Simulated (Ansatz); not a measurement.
```sh
ansatz run in.yaml --threads 2 --pin off --events-out ev --progress --plain --max-ram 31744MiB --backend cpu
```

```yaml
crystal:
  periodic: [false, false, false]
  atoms:
    - {symbol: O, position_ang: [0.455928, 1.205124, -0.026628]}
    - {symbol: Al, position_ang: [-0.053391, -0.362236, 0.275045]}
    - {symbol: F, position_ang: [0.081654, -0.942460, 1.796659]}
    - {symbol: Cl, position_ang: [-0.845260, -1.591143, -1.198745]}
    - {symbol: H, position_ang: [0.410968, 1.617015, -0.887831]}
basis:
  gaussian: {orbitals: def2-TZVP}
hamiltonian: {xc: pbe0, dispersion: d4}
phonons: {temperatures: {t_min: 298.15, t_max: 900, t_step: 200}}
```

Work out the structure from the coordinates.

It has 5 atoms: 1 aluminium, 1 chlorine, 1 fluorine, 1 hydrogen and 1 oxygen (AlClFHO). Its SMILES string is `[OH][Al]([F])[Cl]`. The point group is Cs. All atoms lie on one plane. Coordination: 1 O bent; 1 Al trigonal planar.

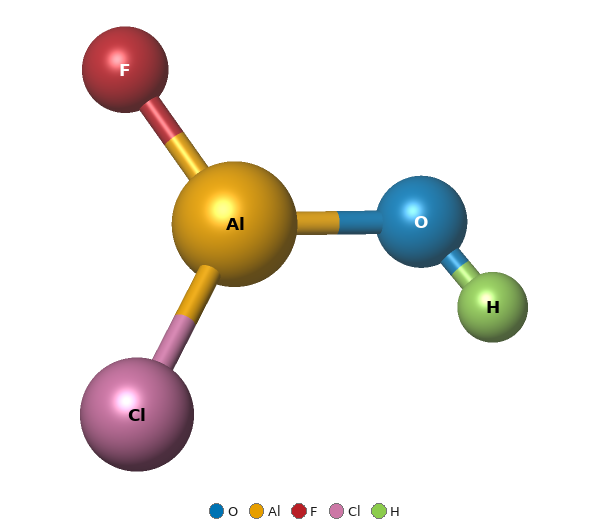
